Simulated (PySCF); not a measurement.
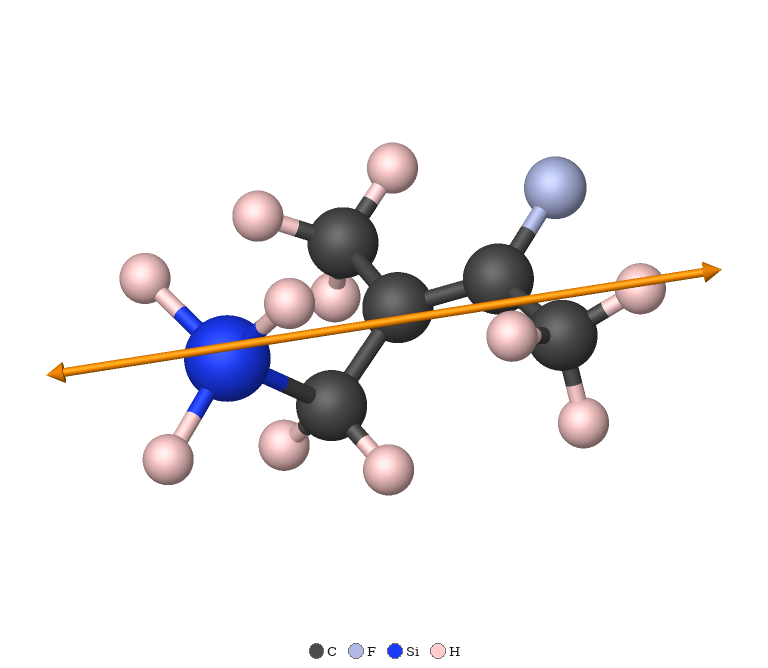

The double arrow shows the direction of the transition dipole to excited singlet state 2 (its length means nothing). The computed structure is the end point of a GFN2-xTB optimisation. No frequency run is at hand to confirm it as a minimum. Method: TDDFT CAM-B3LYP/def2-SVPD, vertical, gas phase, core orbitals frozen in the response (PySCF 2.14.0).

Question: Where does the transition lie, and how strong is it?

Answer: 6.68 eV (186 nm), oscillator strength 0.32, mainly HOMO → LUMO+1 (weight 0.70); transition dipole 3.53 D.

The geometry is semi-empirical. Around Si such bond lengths and angles can be off by a tenth of an ångström or more and by several degrees, and values that hang on the shape move with them.
